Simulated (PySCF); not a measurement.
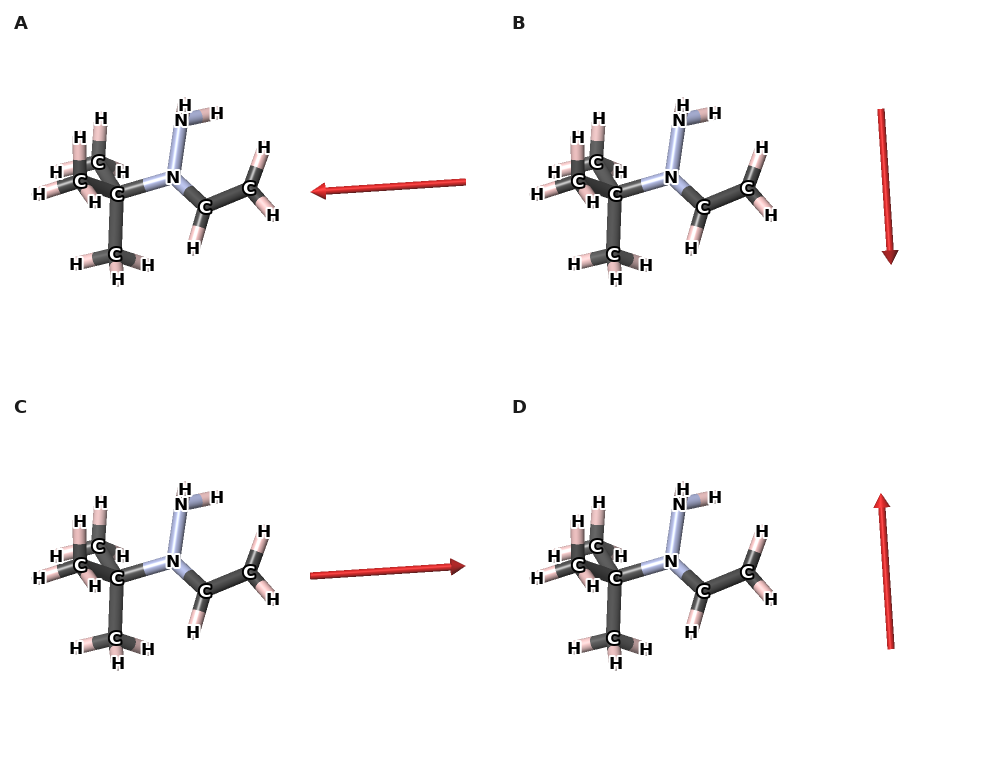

The same molecule four times, each with an arrow. Computed geometry: GFN2-xTB optimisation. No frequency run is at hand to confirm it as a minimum. Level of theory: PBE0/pcSseg-1, gas phase (PySCF 2.14.0).

> Which arrow points along the dipole moment, from the negative to the positive end?

A. The dipole moment is 0.48 D.
